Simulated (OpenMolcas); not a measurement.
Excited-state calculation, with input and output: Si2H5 (part 4 of 4)

Continued. System: Si2H5, multiplicity 2, SMILES [SiH2][SiH3]. Method: MC-PDFT (tOreLYP)/ANO-XS-VDZP, DKH2 (OpenMolcas 26.06). The geometry comes from this level: PBE0-D4/def2-TZVP.

Geometry of the input (Å):
```
Si -0.2096  -1.3612  -0.1911
Si 0.3579  0.8892  -0.0620
H  -0.0026  -2.1239  1.0703
H  -1.5736  -1.6246  -0.7256
H  0.2100  1.5028  -1.4080
H  -0.4958  1.6431  0.8986
H  1.7749  1.0068  0.3722
```

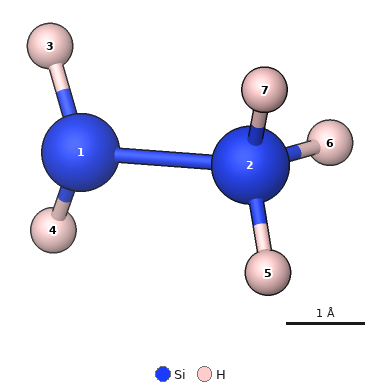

Fig. 1: The structure as given in the input (ball-and-stick view, seen at a tilt; atoms are numbered from 1 in the order of the input).

### Output, continued
```
      Integrated total density:                                                 33.000
      Integrated alpha density before functional transformation:                17.000
      Integrated  beta density before functional transformation:                16.000
      Integrated alpha density  after functional transformation:                17.407
      Integrated  beta density  after functional transformation:                15.593
      Integrated alpha tau     before functional transformation:                 0.000
      Integrated  beta tau     before functional transformation:                 0.000
      Integrated alpha tau      after functional transformation:                 0.000
      Integrated  beta tau      after functional transformation:                 0.000
      NOTE:
      Densities after transformation are intermediate quantities
      and should not be interpreted as real spin densities

      Exchange energy scaling factor                                          1.000000
      Correlation energy scaling factor                                       1.000000

      Integrated alpha exchange energy                                      -21.585803
      Integrated beta  exchange energy                                      -20.917934
      Integrated  correlation   energy                                       -1.195895

      Nuclear Repulsion energy                                             82.79738400
      CASSCF contribution energy                                         -539.10437422
      On-top energy                                                       -43.69963254

      Total MCPDFT energy for state   5                                  -582.80400676
--

++    MC-PDFT RESULTS, STATE 0006
      ---------------------------

      MCSCF reference energy                                             -581.55495155

      Integrated total density:                                                 33.000
      Integrated alpha density before functional transformation:                17.000
      Integrated  beta density before functional transformation:                16.000
      Integrated alpha density  after functional transformation:                17.393
      Integrated  beta density  after functional transformation:                15.607
      Integrated alpha tau     before functional transformation:                 0.000
      Integrated  beta tau     before functional transformation:                 0.000
      Integrated alpha tau      after functional transformation:                 0.000
      Integrated  beta tau      after functional transformation:                 0.000
      NOTE:
      Densities after transformation are intermediate quantities
      and should not be interpreted as real spin densities

      Exchange energy scaling factor                                          1.000000
      Correlation energy scaling factor                                       1.000000

      Integrated alpha exchange energy                                      -21.594186
      Integrated beta  exchange energy                                      -20.924777
      Integrated  correlation   energy                                       -1.193544

      Nuclear Repulsion energy                                             82.79738400
      CASSCF contribution energy                                         -539.03457964
      On-top energy                                                       -43.71250674

      Total MCPDFT energy for state   6                                  -582.74708638
--

::    MCPDFT root number  1 Total energy:   -583.04091643
::    MCPDFT root number  2 Total energy:   -582.88909739
::    MCPDFT root number  3 Total energy:   -582.84161743
::    MCPDFT root number  4 Total energy:   -582.83237452
::    MCPDFT root number  5 Total energy:   -582.80400676
::    MCPDFT root number  6 Total energy:   -582.74708638

--- Stop Module: mcpdft /rc=_RC_ALL_IS_WELL_ ---
--- Module mcpdft spent 3 seconds ---

.##################.
.# Happy landing! #.
.##################.

    Timing: Wall=7.89 User=6.81 System=1.07
```

### Results in brief

```tsv
quantity	value
outcome	converged
total energy	−583.040916 hartree
basis functions	61
dipole moment	0.27 debye
wall time	8.4 s
peak memory	0.4 GiB
```
